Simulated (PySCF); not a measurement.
## Electronic structure of C₅H₁₀F₂Si in real space

Input

```
{"job": {"kind": "nmr", "xc": "PBE0", "basis": "pcSseg-1"}, "charge": 0, "multiplicity": 1}
C     -1.519029    -1.326555     0.210467
C     -0.711330    -0.073023     0.015007
C     -1.541689     1.165471    -0.156323
F     -2.350261     1.367765     0.943451
C      0.623598    -0.056175    -0.025411
Si     1.691437     1.506298    -0.192263
C      1.352001    -1.363454     0.094711
F      2.668308    -1.256898    -0.282020
H     -1.120315    -1.926173     1.026390
H     -1.503532    -1.937732    -0.693230
H     -2.552183    -1.077889     0.438189
H     -2.220390     1.056740    -1.012210
H     -0.935174     2.065478    -0.273353
H      1.544689     2.011695    -1.562064
H      3.084415     1.203839     0.104648
H      1.210257     2.503558     0.769513
H      0.914127    -2.135039    -0.549836
H      1.356310    -1.721589     1.132677
```

Launched as:

```sh
OMP_NUM_THREADS=1 python probes_run.py task.json out
```

Geometry: GFN2-xTB.

Theory: PBE0/pcSseg-1, SCF density, gas phase, non-relativistic (PySCF).

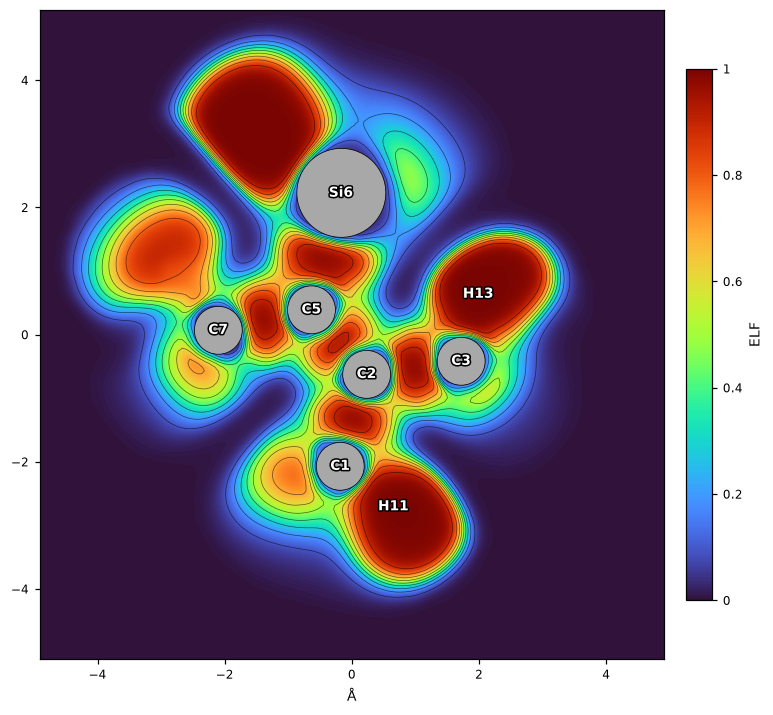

Figure 1. ELF on the plane of atoms C1, C2 and C3. Grey discs cover the atomic cores.

### Read the bonding off the picture.

The section cuts through C, Si and H sites. C–C (1.34 Å): the ELF peaks at about 0.90 between the atoms; a short, multiple covalent bond. C–Si (1.90 Å): the ELF peaks at about 0.95 between the atoms (localised, covalent bonding). C–H (1.09 Å): the ELF climbs to about 1 towards the hydrogen, as it does in any bond to H; an ordinary covalent bond to hydrogen. C–C (1.50 Å): the ELF peaks at about 0.95 between the atoms, as expected for a covalent bond. The ELF also peaks beside F8, away from the bonds: lone-pair regions.

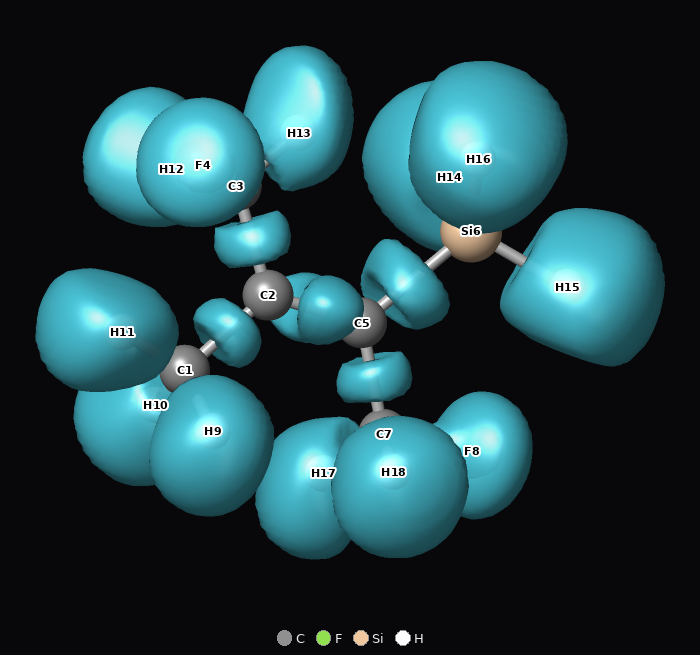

Figure 2. Isosurface of the ELF at 0.75 (cyan), seen at a tilt. Core shells and regions of very low density are left out.

### Identify the bonds, lone pairs and shells in this picture.

The ELF exceeds this value in four regions between bonded C–C atoms (shared pairs), one region between bonded C–Si atoms (shared pairs), ten regions around hydrogen nuclei and two regions on F in which the atom's valence shell and bonds are merged.


 C–F (1.37 Å): the ELF peaks at about 0.85 between the atoms; a polar covalent bond.

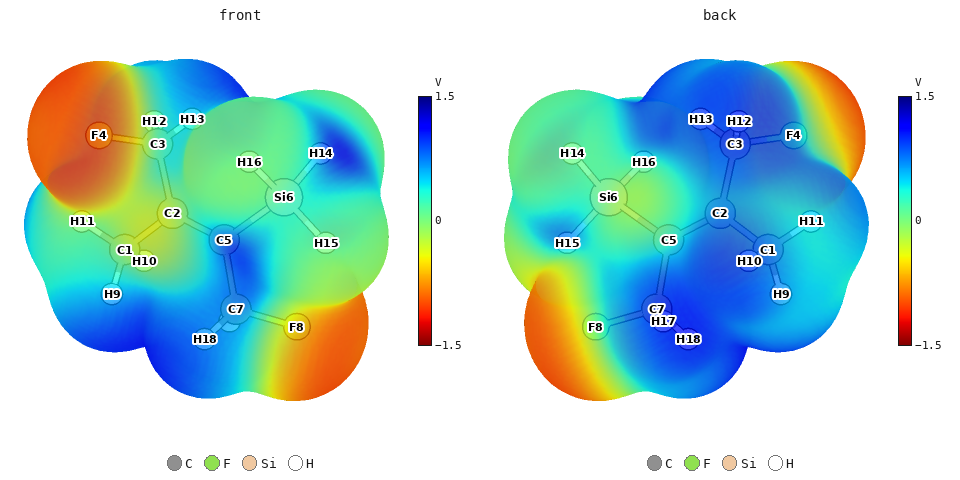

Figure 3. The molecular electrostatic potential painted on the density surface at 0.002 e/bohr³, seen from the front and from behind; the colour scale runs from red (negative) to blue (positive).

### Where is the surface potential most negative and most positive?

The most negative region (about −1.0 V) lies over F4, the most positive (about +1.1 V) over Si6, H9, H17 and H18.
